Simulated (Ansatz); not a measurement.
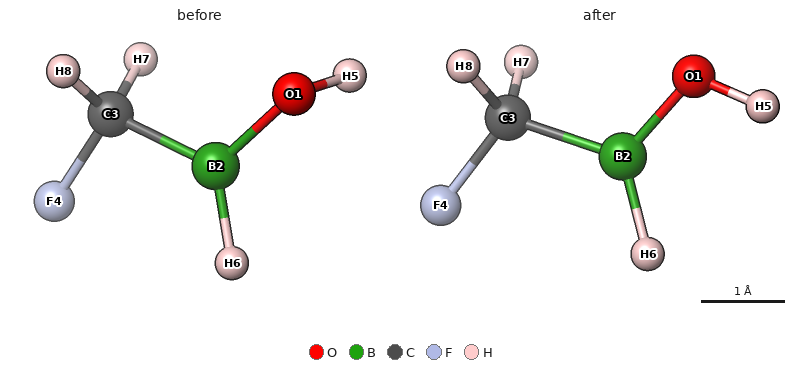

The structure of CH4BFO before (left) and after (right) a relaxation, at one scale.

A ball-and-stick model, seen at a tilt.

The run prepares an end point of a later path (torsion) calculation, from a guessed geometry.

Level of theory: RKS PBE-D4/def2-SVP (Ansatz). (no spin polarisation; force threshold 0.015 eV/Å; at most 40 steps)

### What changed between the two?

H5 moves most after the best rigid fit: 0.83 Å. By element the largest moves are H 0.83 Å, O 0.45 Å, F 0.25 Å, B 0.25 Å, C 0.09 Å. Among the contacts that change: C3–H8 1.037 → 1.118 Å, O1–H5 1.047 → 0.973 Å, O1–B2 1.425 → 1.361 Å, B2–H6 1.193 → 1.222 Å. Among the angles between lasting bonds that change: B2–O1–H5 104.3° → 112.5°, H7–C3–H8 112.1° → 105.2°, B2–C3–F4 107.1° → 112.9°. Groups turn about O1–B2 by about 90°. Over 9 geometry steps the energy falls by 1.064 eV. The largest force component goes from 4 to 0.0026 eV/Å.
